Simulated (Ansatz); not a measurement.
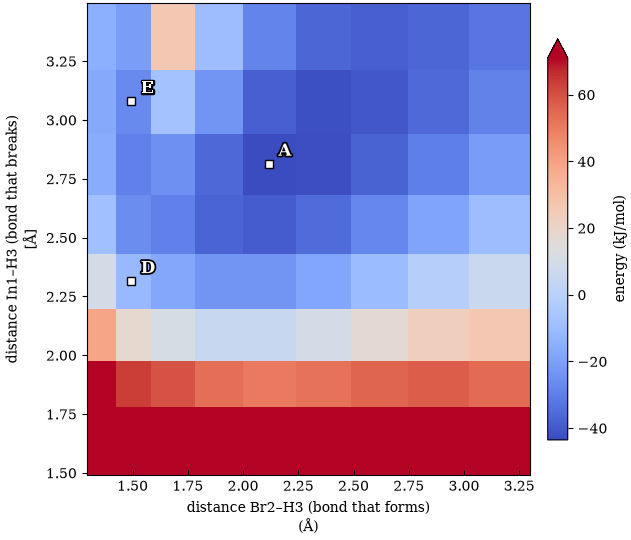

The reacting system BrClHIn (fragments BrClHIn where the first distance is long, ClIn + BrH where the second is long). Coordinates scanned: (1) distance Br2–H3 (bond that forms); (2) distance In1–H3 (bond that breaks). Relaxed at each point: all other coordinates. Grid: 9 × 9 points. Points are written as (first, second). All energies are given in kJ/mol relative to a guessed transition structure relaxed with its forming and breaking bonds held. Energies and slopes of some neighbouring points disagree (a jump in structure or state, or too coarse a mesh). The reference is spin-restricted, so regions where a bond is pulled apart into radicals lie too high. These are results of Ansatz, RKS PBE0-D4/def2-SVP, not measurements.

In the figure: one coloured cell a grid point, one colour for all values above the top of the scale, lettered points.

> Is A the lowest point of the computed grid?

Yes. A, at (2.116 Å, 2.813 Å), has the lowest energy of the grid.

> Rank the lettered points by energy, lowest first.

A (−44 kJ/mol), E (−27 kJ/mol), D (−11 kJ/mol).
